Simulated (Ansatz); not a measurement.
# SiHCl2O (SMILES [O][SiH](Cl)Cl): levels of theory compared

Wanted: a comparison of 5 runs (UHF/STO-3G, UHF/6-311+G**, U-revPBE/6-311+G**, UBLYP/6-311+G**, UPBE0/6-311+G**) of SiHCl2O. 

The calculation is run with Ansatz 0.2.0.

45 further runs of the same task are left out: 45 set aside as unsound or not needed.

## 1. The structure to begin with

SiHCl2O has 5 atoms, charge 0, and is taken as a doublet. SMILES: `[O][SiH](Cl)Cl`. The Si2–Cl3 distance was set to 3.043 Å, away from the relaxed value. At this shape a bond of the SMILES string is far longer than usual.

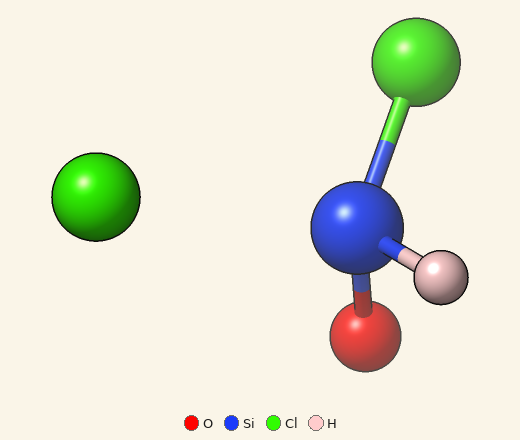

Viewed from a chosen angle; oxygen red, silicon blue, chlorine green, hydrogen pink.

## 2. The energy at UHF/STO-3G (run 1)

Input file molecule.yaml:

```yaml
crystal:
  periodic: [false, false, false]
  atoms:
    - {symbol: O, position_ang: [0.396095, -1.686285, 1.494150]}
    - {symbol: Si, position_ang: [0.388295, -1.007285, -0.008050]}
    - {symbol: Cl, position_ang: [-0.523700, 1.894600, 0.060800]}
    - {symbol: Cl, position_ang: [-0.808105, -2.023385, -1.292750]}
    - {symbol: H, position_ang: [1.813195, -1.120385, -0.387250]}
basis:
  gaussian:
    orbitals: STO-3G
accuracy: high
total_charge: 0
hamiltonian:
  xc: hf
output: {orbitals: {seedname: orbitals}}
magnetization:
  spin_polarized: true
  initial_magnetization: 1
```

On the command line:

```
$ ansatz run molecule.yaml --threads 1 --pin off --max-ram 3480MiB --events-out events.jsonl --progress --plain --runs-dir runs
```

The program printed:

```text
Warning: RAYON_NUM_THREADS=1 ignored (pool sized by the plan → 1); use --threads N
Functional definition: HF
  name "HF"
  exchange = exact_x
  correlation = 0
606 factors; integrals over basis functions are off by at most 1.2e-8 eV
mean field evaluation 1: about -34529.2901 eV, gradient 2.0e1 eV
mean field evaluation 2: about -34529.3237 eV, gradient 2.0e1 eV
mean field evaluation 4: about -34534.7907 eV, gradient 1.8e0 eV
mean field evaluation 8: about -34534.8882 eV, gradient 6.4e-1 eV
mean field evaluation 16: about -34535.6042 eV, gradient 7.3e-5 eV
mean field evaluation 32: about -34535.4108 eV, gradient 5.7e-1 eV
mean field evaluation 64: about -34535.2695 eV, gradient 1.0e-1 eV
mean field evaluation 96: about -34535.3865 eV, gradient 4.9e-1 eV
mean field evaluation 128: about -34535.5757 eV, gradient 5.2e-1 eV
mean field evaluation 160: about -34534.6265 eV, gradient 4.3e0 eV
mean field evaluation 192: about -34534.5451 eV, gradient 2.6e-1 eV
mean field evaluation 224: about -34534.4386 eV, gradient 4.7e0 eV
mean field evaluation 256: about -34534.7877 eV, gradient 1.2e0 eV
mean field evaluation 288: about -34534.8846 eV, gradient 9.4e-1 eV
mean field evaluation 320: about -34535.5123 eV, gradient 5.8e-1 eV
mean field evaluation 352: about -34534.8274 eV, gradient 5.0e-2 eV
mean field evaluation 384: about -34535.4900 eV, gradient 2.2e0 eV
mean field evaluation 416: about -34535.2702 eV, gradient 3.8e-1 eV
mean field -34535.76343377 eV, -1269.1658970097 hartree, gradient 3.0e-8 eV, S^2 1.443024; 12 other end points of the search recorded, 0 dependent functions left out
reference -34535.76343377 eV, -1269.1658970097 hartree; 29, 28 occupied and 4, 5 virtual orbitals, 606 factors
Total energy: -34535.76343377 eV, -1269.1658970097 hartree
```

It took 1.1 s on 1 thread of AMD EPYC 9R45 (Zen 5), shared host.

## 3. The energy at UHF/6-311+G(d,p) (run 2)

Input file input.yaml:

```yaml
crystal:
  periodic: [false, false, false]
  atoms:
    - {symbol: O, position_ang: [0.396095, -1.686285, 1.494150]}
    - {symbol: Si, position_ang: [0.388295, -1.007285, -0.008050]}
    - {symbol: Cl, position_ang: [-0.523700, 1.894600, 0.060800]}
    - {symbol: Cl, position_ang: [-0.808105, -2.023385, -1.292750]}
    - {symbol: H, position_ang: [1.813195, -1.120385, -0.387250]}
basis:
  gaussian: {orbitals: 6-311+G_st__st_-spherical.json}
magnetization: {spin_polarized: true, initial_magnetization: 1}
hamiltonian: {xc: hf}
accuracy: high
output: {orbitals: {seedname: orbitals}}
```

The basis set 6-311+G** is read from a file made from the Basis Set Exchange's data (not shown).

On the command line:

```
$ ansatz run input.yaml --threads 1 --pin off --max-ram 3480MiB --events-out events.jsonl --progress --plain --runs-dir runs
```

The program printed, cut to the lines that bear on the results:

```text
Warning: RAYON_NUM_THREADS=1 ignored (pool sized by the plan → 1); use --threads N
[... 2 set-up lines as earlier in the session ...]
[...]
1961 factors; integrals over basis functions are off by at most 3.8e-8 eV
[...]
mean field -34923.17063368 eV, -1283.4028490123 hartree, gradient 4.8e-8 eV, S^2 1.319994; 7 other end points of the search recorded, 0 dependent functions left out
reference -34923.17063368 eV, -1283.4028490123 hartree; 29, 28 occupied and 89, 90 virtual orbitals, 1961 factors
Total energy: -34923.17063368 eV, -1283.4028490123 hartree
```

Run time: 17 s. Hardware: 1 thread of AMD EPYC 9R45 (Zen 5), shared host; peak memory 0.46 GiB.

Runs 3 to 4 aren't shown in full; the table further down has their settings and results.

## 4. A single-point energy at UPBE0/6-311+G(d,p) (run 5)

Input file job.yaml:

```yaml
crystal:
  periodic: [false, false, false]
  atoms:
    - symbol: O
      position_ang: [0.396095, -1.686285, 1.494150]
    - symbol: Si
      position_ang: [0.388295, -1.007285, -0.008050]
    - symbol: Cl
      position_ang: [-0.523700, 1.894600, 0.060800]
    - symbol: Cl
      position_ang: [-0.808105, -2.023385, -1.292750]
    - symbol: H
      position_ang: [1.813195, -1.120385, -0.387250]
basis:
  gaussian:
    orbitals: 6-311+G_st__st_-spherical.json
magnetization:
  spin_polarized: true
  initial_magnetization: 1
hamiltonian:
  xc: {name: PBE0}
accuracy: high
output: {orbitals: {seedname: orbitals}}
```

The basis set 6-311+G** is read from a file made from the Basis Set Exchange's data (not shown).

On the command line:

```
$ ansatz run job.yaml --threads 1 --pin off --max-ram 3480MiB --events-out events.jsonl --progress --plain --runs-dir runs
```

The program printed:

```text
Warning: RAYON_NUM_THREADS=1 ignored (pool sized by the plan → 1); use --threads N
Functional definition: PBE0
  name "PBE0"
  parameter a = 0.25
  parameter kappa = 0.804
  parameter beta = 0.06672455060314922
  exchange = (1 - a)*pbe_x(kappa = kappa, mu = beta*pi^2/3) + a*exact_x
  correlation = pbe_c(beta = beta)
1961 factors; integrals over basis functions are off by at most 3.8e-8 eV
mean field evaluation 1: about -34961.8572 eV, gradient 4.9e1 eV
mean field evaluation 2: about -34802.5392 eV, gradient 1.4e2 eV
mean field evaluation 4: about -34964.3247 eV, gradient 3.6e1 eV
mean field evaluation 8: about -34971.9226 eV, gradient 7.8e0 eV
mean field evaluation 16: about -34972.4483 eV, gradient 4.1e-1 eV
mean field evaluation 32: about -34972.3151 eV, gradient 3.5e0 eV
mean field -34972.50842211 eV, -1285.2159792948 hartree, gradient 2.0e-8 eV, S^2 0.852509; 6 other end points of the search recorded, 0 dependent functions left out
reference -34972.50842728 eV, -1285.2159794850 hartree; 29, 28 occupied and 89, 90 virtual orbitals, 1961 factors
Total energy: -34972.50842728 eV, -1285.2159794850 hartree
```

Run time: 15 s. Hardware: 1 thread of AMD EPYC 9R45 (Zen 5), shared host; peak memory 0.6 GiB.

## 5. Overview of the runs

```
run               level   energy (Eh)  HOMO energy (eV)  LUMO energy (eV)   ⟨S²⟩  wall time
  1          UHF/STO-3G  -1269.165897             -8.46              1.32  1.443      1.1 s
  2       UHF/6-311+G**  -1283.402849            -11.05             -1.51  1.320       17 s
  3  U-revPBE/6-311+G**  -1285.490651             -7.57             -7.53  0.756       29 s
  4     UBLYP/6-311+G**  -1285.740848             -7.51             -7.47  0.755       29 s
  5     UPBE0/6-311+G**  -1285.215979             -8.73             -6.62  0.853       15 s
```

## 6. Outcome

```
                                 quantity           value
                      run 5: total energy  -1285.21598 Eh
run 5: HOMO energy (highest over α and β)        -8.73 eV
 run 5: LUMO energy (lowest over α and β)        -6.62 eV
                              run 5: ⟨S²⟩           0.853
```

What this shows: Totals of different functionals can't be ranked against each other. In run 1 the basis is minimal, so the values are rough. Spin contamination of the reference: run 1 ⟨S²⟩ = 1.44, run 2 ⟨S²⟩ = 1.32, run 5 ⟨S²⟩ = 0.85. Where it is this large, the reference is a mixture of spin states, and values that rest on it are in doubt. All runs together took 91 s, the longest 29 s.
